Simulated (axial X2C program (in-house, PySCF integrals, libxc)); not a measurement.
# A two-component session on HfS⁺: EOM-EA-CCSD levels

Aim: EOM-EA-CCSD levels of HfS⁺, with spin–orbit coupling in the Hamiltonian from the start.

Computed with an in-house X2C program for linear molecules on PySCF integrals. Level: two-component X2C with atomic mean-field terms, Hf dyall-acv3z, S dyall-av3z.

All values are calculated.

### 1 The job

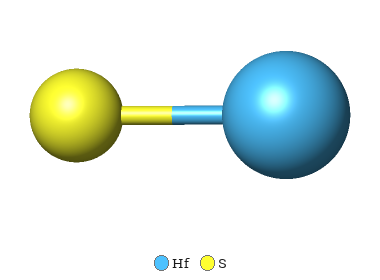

The two atoms at 2.220 Å (hafnium blue, sulfur yellow).

File task.json:

```json
{"zs": [72, 16], "q": 1, "bas": ["dyall-acv3z", "dyall-av3z"], "r0": 2.22, "eom": "ea", "thr": -2.0, "nmax": 92, "grid": [1, 0.96, 1.045, 0.92, 1.09, 1.15]}
```

Keys: zs atomic numbers; q charge; bas basis sets; r0 starting distance in Å; eom kind of EOM run; thr threshold in hartree for freezing inner shells (an s shell follows its p shell); nmax most natural virtual spinors; grid distances as factors.

Launch:

```bash
python soeom.py task.json out
```

The runs that follow: EOM-EA-CCSD at 2.118 Å.

What does the calculation give? Wanted: next root led by one particle; T1 of the reference; lowest state, Re and ωe.

As calculated:

| quantity | value |
| --- | --- |
| lowest root at 2.118 Å | Ω = 1/2, 13.660 eV |
| next root led by one particle | Ω = 3/2, about 7090 cm⁻¹ higher |
| T1 of the reference | 0.025 |
| lowest state, Re and ωe | 2.131 Å, 579 cm⁻¹ |

**Reading.** The added electron is bound by 13.66 eV in a spinor of 51% Hf sσ, 28% Hf dσ, 10% S pσ. Errors of 0.1 to 0.3 eV are usual at this size, and roots led by higher excitations are left out, so the list is incomplete, and low states of that kind can be missing. The bond is 0.013 Å longer than in the closed-shell reference at CCSD (2.118 Å).
